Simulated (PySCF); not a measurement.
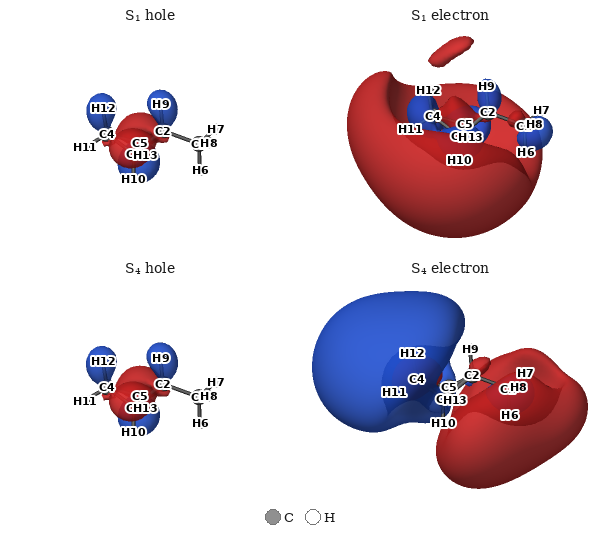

*C₅H₈, SMILES `C[CH]1[CH]2C[CH]12`. Leading natural transition orbitals (TDA singlet states).*

Computed with PySCF, CAM-B3LYP/6-31+G*, geometry: GFN2-xTB. No frequency check shows the geometry to be a minimum.

Coordinates in Å:

```
C1       1.9393   -0.0000    0.0404
C2       0.5147    0.0003   -0.4572
C3      -0.5331    0.7423    0.3159
C4      -1.7076    0.0002   -0.2361
C5      -0.5329   -0.7428    0.3150
H6       1.9642   -0.0013    1.1278
H7       2.4674   -0.8814   -0.3187
H8       2.4672    0.8825   -0.3176
H9       0.4337    0.0010   -1.5434
H10     -0.4591    1.4906    1.0753
H11     -2.6225   -0.0003    0.3434
H12     -1.8737    0.0007   -1.3084
H13     -0.4587   -1.4920    1.0734
```

**Give the energy and character of each state.**

By state:
- S₁: 6.67 eV (186 nm), f = 0.001 (very weak), diffuse (Rydberg-like) orbital; the leading pair carries 100 %; hole on C3 and C5 (31 % each), C2 and C4 (9 % each) and H9 and H12 (6 % each), electron on C3 and C5 (18 % each), C4 (17 %) and H10 and H13 (11 % each) (atom shares of so diffuse an orbital are rough); their centroids lie 1.4 Å apart.
- S₄: 7.06 eV (176 nm), f = 0.041, diffuse (Rydberg-like) orbital; the leading pair carries 100 %; hole on C3 and C5 (30 % each), C2 and C4 (9 % each) and H9 and H12 (6 % each), electron on C4 (25 %), C1 (14 %) and C3 and C5 (10 % each) (atom shares of so diffuse an orbital are rough); their centroids lie 0.2 Å apart; S₂ and S₃ lie within 0.1 eV of it.
